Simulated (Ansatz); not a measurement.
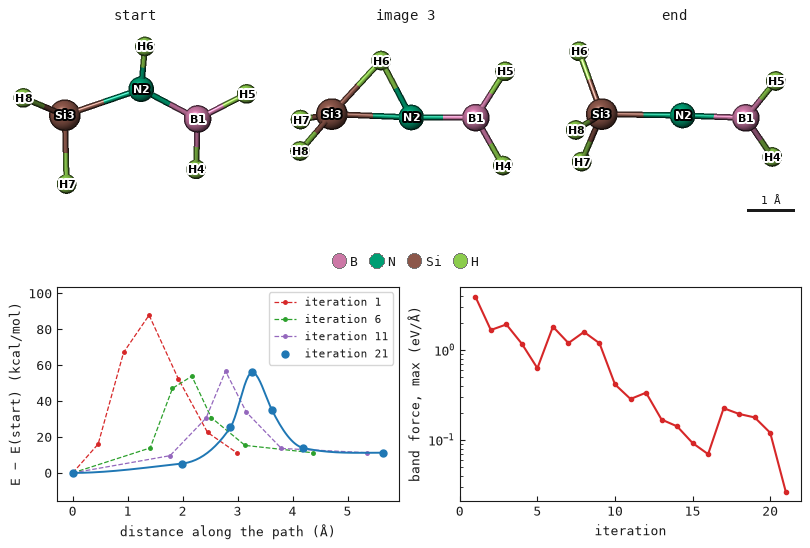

A search for the minimum-energy path of BSiNH$_{5}$ (multiplicity 2) by the nudged elastic band. Images are numbered from 0 (start) to 6 (end). The plot follows the band through its iterations. The picture is a ball-and-stick view, seen at a tilt.

Theory: Ansatz 0.2.0, UKS BHLYP/def2-SVP. Settings: 5 movable images; climbing image; force threshold 0.03 eV/Å; iteration limit 60; starting path through a guess of the saddle point.

> Did the band converge, and can the barrier be trusted?

The run is converged, with reservations. The band converged in 21 iterations. The largest component of the band force went from 3.9 to 0.027 eV/Å. The climbing image converged on the top of the path. Its curvatures weren't checked. The first iteration put the highest image at 87.9 kcal/mol. The energy climbs by 56.1 kcal/mol to image 3 and then falls by 44.8 kcal/mol, so the end point sits at +11.3 kcal/mol.

The run took 2.7 min on 2 threads of Intel(R) Xeon(R) Platinum 8488C (Sapphire Rapids) (shared host), peak memory 0.19 GiB.
